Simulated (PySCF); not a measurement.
```xyz
14

C    -1.0499   -1.4595   -1.0457
C    -0.4585   -0.3205   -0.2907
C    -1.0467    0.3989    0.6767
F    -2.3124    0.1721    1.1165
Si    0.1940    1.7279    1.2508
Si    1.2556    0.5166   -0.4341
O     2.5483   -0.4328   -0.1301
H    -1.1031   -1.2127   -2.1062
H    -2.0512   -1.6953   -0.6875
H    -0.4198   -2.3440   -0.9466
H     0.5145    1.6088    2.6814
H    -0.2988    3.0916    1.0398
H     1.6271    0.9583   -1.7731
H     2.6002   -1.0100    0.6267
```

Geometry: GFN2-xTB.

Theory: wB97X-D/def2-SVPD, SCF density, gas phase in PySCF.

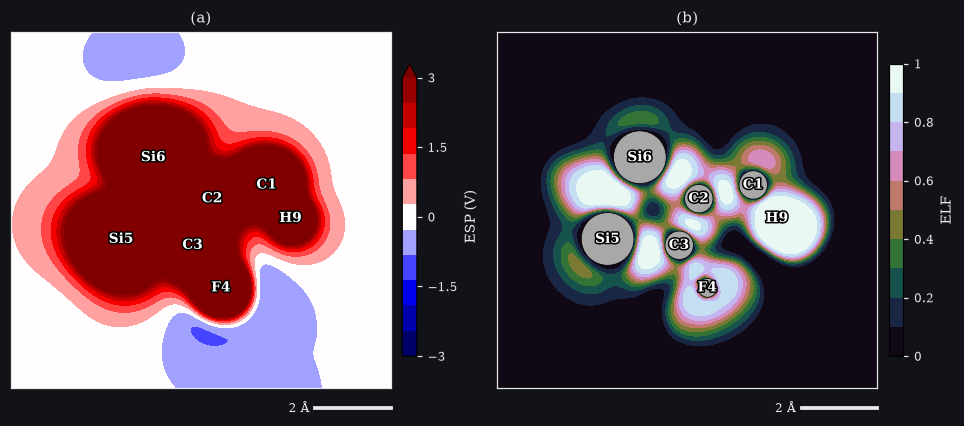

C3H7FOSi2. (a) molecular electrostatic potential; (b) ELF on the plane of atoms C2, C1 and H9. Grey discs cover the atomic cores in the ELF map.

> Read the bonding off the picture.

The section cuts through C, F, Si and H sites.
C–C (1.34 Å): the ELF peaks at about 0.90 between the atoms (a multiple bond).
C–F (1.36 Å): the ELF peaks at about 0.85 between the atoms, as expected for a shared but strongly polarised pair.
C–Si (1.91 Å): the ELF peaks at about 0.95 between the atoms: localised, covalent bonding.
Si–Si (2.33 Å): the ELF peaks at about 0.95 between the atoms, as expected for localised, covalent bonding.
C–C (1.49 Å): the ELF peaks at about 0.95 between the atoms, as expected for a shared electron pair.
The ELF also peaks beside F4, away from the bonds: lone-pair regions.
Outside the dense part of the molecule the potential is most negative (−0.9 V) near F4.
